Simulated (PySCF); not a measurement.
## Electronic structure of C3H6FSi2 (SMILES C#C[SiH2][C@H](F)[SiH2]) (doublet) in real space

Input file:

```
{"job": {"kind": "epr", "basis": "pcH-1"}, "charge": 0, "multiplicity": 2}
C      2.569359     0.886551     0.329613
C      1.719617     0.072750     0.081994
Si     0.427905    -1.189142    -0.315416
C     -1.203947    -0.490786     0.441065
F     -2.219464    -1.410324     0.133311
Si    -1.740584     1.251386    -0.141055
H      3.309503     1.602176     0.549107
H      0.764383    -2.469869     0.310616
H      0.259131    -1.305179    -1.765785
H     -1.132572    -0.509595     1.535383
H     -0.832796     2.253902     0.401801
H     -1.919336     1.307443    -1.586661
```

Command:

```sh
OMP_NUM_THREADS=1 python probes_run.py task.json out
```

Geometry: GFN2-xTB.

All numbers below come from UKS B3LYP, pcH-1 on C F H Si, non-relativistic, mean-field spin-orbit, GIAO in PySCF 2.14.0, density-fitted response routines.

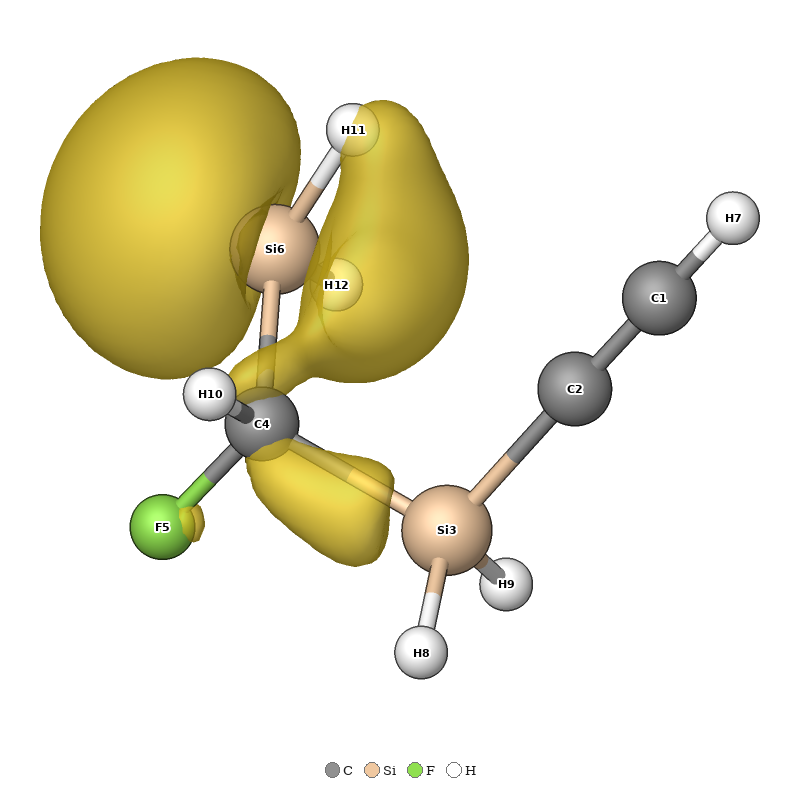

Figure 1. Isosurfaces of the spin density (α minus β) at +0.015 (yellow) and −0.015 e/Å³ (cyan), seen at a tilt.

> Describe the spin distribution.

The unpaired spin (1 electron) lies mostly on Si6 (about 0.8), in electrons by Hirshfeld's partition. Only one sign reaches the isovalue.

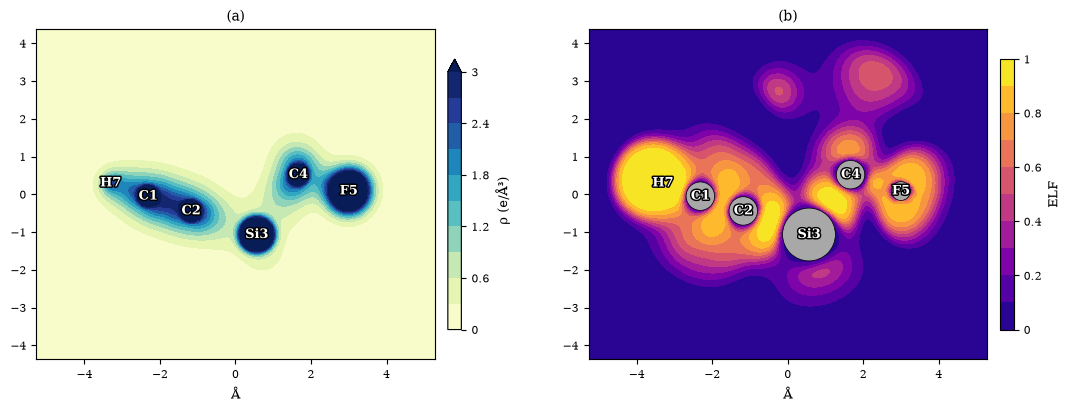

Figure 2. (a) total electron density; (b) ELF on the plane of atoms Si3, C4 and F5. Grey discs cover the atomic cores in the ELF map.

> What does the map show?

- The plane passes through C, Si, F and H nuclei.
- C–C (1.20 Å): ρ at the midpoint is about 2.8 e/Å³; the ELF peaks at about 0.85 between the atoms; a multiple bond.
- C–F (1.40 Å): the density is about 1.9 e/Å³ at the midpoint, with its minimum of 1.5 e/Å³ about 0.5 Å from C; the ELF peaks at about 0.80 between the atoms; a polar covalent bond.
- C–Si (1.85 Å): ρ at the midpoint is about 0.93 e/Å³; the ELF peaks at about 0.95 between the atoms, as expected for a covalent bond.
- C–H (1.05 Å): ρ at the midpoint is about 2.2 e/Å³; the ELF climbs to about 1 towards the hydrogen, as it does in any bond to H; an ordinary covalent bond to hydrogen.
- C–Si (1.93 Å): ρ at the midpoint is about 0.9 e/Å³; the ELF peaks at about 0.95 between the atoms, as expected for a shared electron pair.
- The ELF also peaks beside F5, away from the bonds: non-bonding electrons, paired or unpaired.

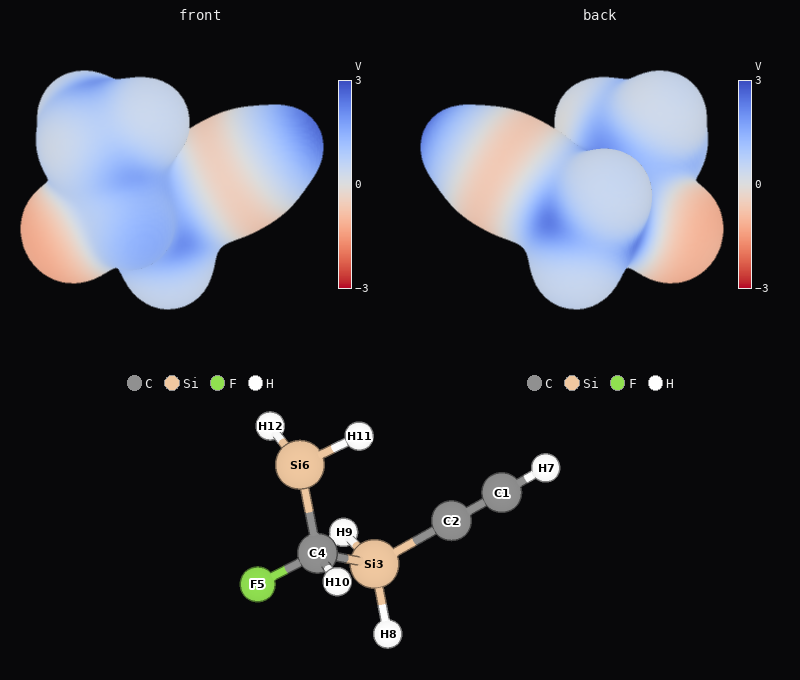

Figure 3. The electrostatic potential painted on the density surface at 0.004 e/bohr³, seen from the front and from behind; the colour scale runs from red (negative) to blue (positive). The bare structure is drawn below in the same view.

> Describe the electrostatic potential map.

The most negative region (about −1.1 V) lies over F5, the most positive (about +2.4 V) over H7.
